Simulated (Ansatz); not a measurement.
**MgO: O → S**

Start from MgO in the rock salt structure (space group Fm-3m, No. 225; a = 4.204 Å).

One thing is altered: every O is replaced by S, then cell and atoms are relaxed.

Method: Kohn–Sham DFT with the r2SCAN functional, run in Ansatz (an electronic-structure program) with PAW and 500 eV plane waves, without spin-orbit coupling. Γ-centred 11×11×11 mesh, Fermi–Dirac width 0.05 eV, for the changed cell.

- Volume per atom: 17.61 Å³ (base 9.29 Å³)
- Density: 2.66 g/cm³ (base 3.60 g/cm³)
- Space group: Fm-3m (No. 225) (base Fm-3m (No. 225))
- Shortest interatomic distance: 2.602 Å (base 2.102 Å)
- Band gap: 3.46 eV (base 5.68 eV)
- Gap character: indirect, Γ → X (base direct at Γ)
- Smallest direct gap: 4.64 eV (base 5.68 eV)
- Width of the top valence band: 2.34 eV (base 1.78 eV)
- Electron mass: 0.53 mₑ along k, 0.31 mₑ across (at X) (base 0.36 mₑ (at Γ))
- Hole mass (degenerate bands, along [100]): 0.28, 0.93, 0.93 mₑ (at Γ) (base 0.42, 2.1, 2.1 mₑ (at Γ))

Final structure:

```
CELL_PARAMETERS angstrom
      0.00000     2.60151     2.60151
      2.60151     0.00000     2.60151
      2.60151     2.60151     0.00000
ATOMIC_POSITIONS crystal
  S  0.00000 0.00000 0.00000
  Mg 0.50000 0.50000 0.50000
```

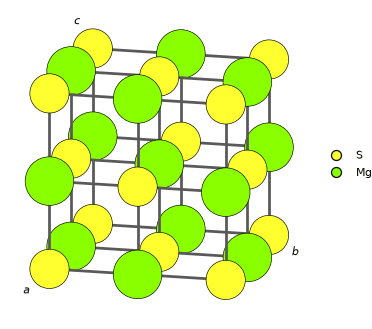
Figure. The relaxed conventional cell after the change

Cost of the whole job for the changed cell (relaxation, final SCF and bands): around 40 core-seconds (rough).

Masses are band curvatures over ±0.01 Å⁻¹ around the edge. Along k means along the line from Γ to the band edge. Stability against distortions was not tested.
